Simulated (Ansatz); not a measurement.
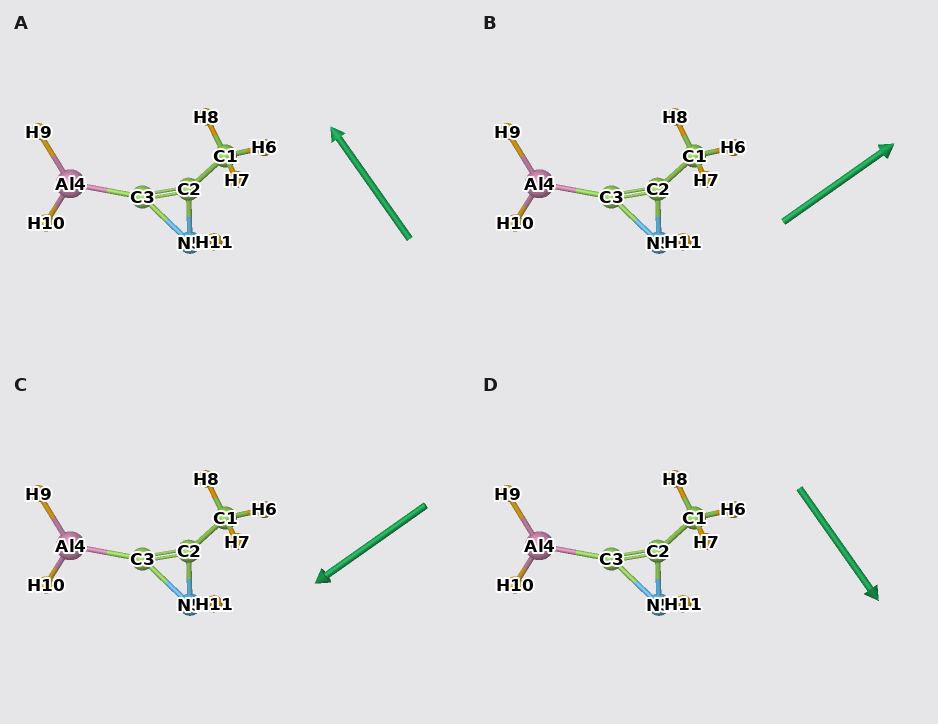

The same molecule four times, each with an arrow. The computed structure is the end point of a PBE-D4/def2-SVP optimisation. No frequency run is at hand to confirm it as a minimum. Level of theory: RKS PBE-D4/def2-SVP (Ansatz 0.2.0).

### Which arrow points along the dipole moment, from the negative to the positive end?

B. The dipole moment is 2.81 D; it points from the side of H10 to the side of H6 (the outermost atoms at the two ends).
